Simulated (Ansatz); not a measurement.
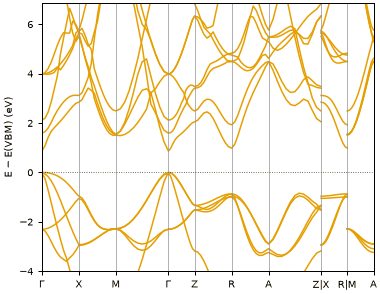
Figure: Band structure from PBE (plane waves, PAW; program Ansatz)

Problem. Read off the gap and where the band edges lie.

Solution. About 0.9 eV (0.86 eV by a search for the band edges); maximum at Γ, minimum at Γ.

Problem. Pick the material that matches.
A) GaAs, P4_2/mnm (Ga on 4g, As on 4f)
B) TlBr, P4_2/mmc (Tl on 2c, Br on 2e)
C) AlGaAs2, P-4m2 (Ga on 1a, As on 2g, Al on 1c)
D) GaN, P4_2/mnm (Ga on 4g, N on 4f)

Solution. C, AlGaAs2, P-4m2 (Ga on 1a, As on 2g, Al on 1c)

The start of the workflow was typed in or built on a structure type; neither database checked (COD, Materials Project) lists it. Its standing as an ambient phase is unchecked. Symmetry was held in the PBE relaxation; whether a distortion lowers the energy is not shown. Spin–orbit coupling is left out wherever it is not named.

Potentials: the later of the program's two PAW sets.
